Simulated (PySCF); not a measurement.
SMILES C[Si](C)(C)CB(O)O (C4H13BO2Si) at its GFN2-xTB optimised geometry (Å):

```
21

C     -0.9522    -1.5492    -1.5635
Si    -0.2966    -0.6686     0.0000
C      1.6096    -0.6686     0.0000
C     -0.9284     1.1384     0.0000
C     -0.9573    -1.5794     1.5497
B     -0.4964    -0.8624     2.8822
O      0.5885    -1.3198     3.5462
O     -1.1173     0.2465     3.3864
H     -0.6177    -2.5808    -1.6086
H     -0.6014    -1.0527    -2.4624
H     -2.0374    -1.5559    -1.5970
H      1.9921    -0.2450     0.9233
H      2.0031    -1.6773    -0.0799
H      2.0140    -0.0908    -0.8259
H     -0.5827     1.6773    -0.8771
H     -2.0140     1.1862     0.0001
H     -0.5728     1.6760     0.8741
H     -0.5936    -2.6037     1.5290
H     -2.0445    -1.6272     1.4894
H      0.8079    -0.8045     4.3235
H     -1.8685     0.5613     2.8879
```

Calculation: PBE0/def2-SVP in PySCF. Cells within 0.4 Å of a nucleus heavier than hydrogen are left out (blank, or x).

Map of the deformation density (molecule minus spherical neutral atoms) (e/bohr³) on the plane z = 0.0 Å:

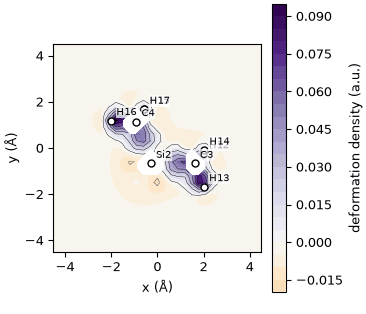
Figure: Deformation density (molecule minus spherical neutral atoms) (e/bohr³) on the plane z = 0.0 Å.
